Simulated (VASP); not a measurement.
Band structure of Cs (bcc). Computed with PBEsol GGA with spin-orbit coupling, VASP's PBE PAW potentials (set 64) (plane waves; VASP).

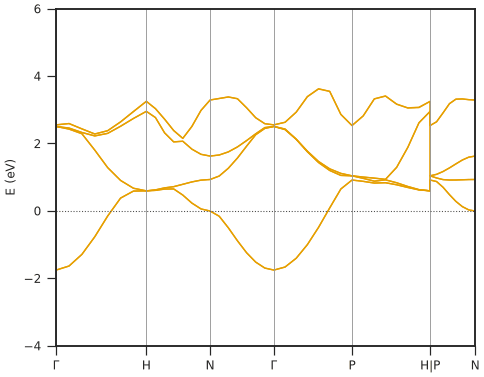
Figure: Bands along high-symmetry lines, zero at the valence-band maximum or, without a gap, the Fermi level

**Question.** Read the plot: is there a gap, and where are the band edges?

**Answer.** It has no gap at this level: it comes out as a metal or semimetal.

The compound is Cs in the bcc structure. It was relaxed first.
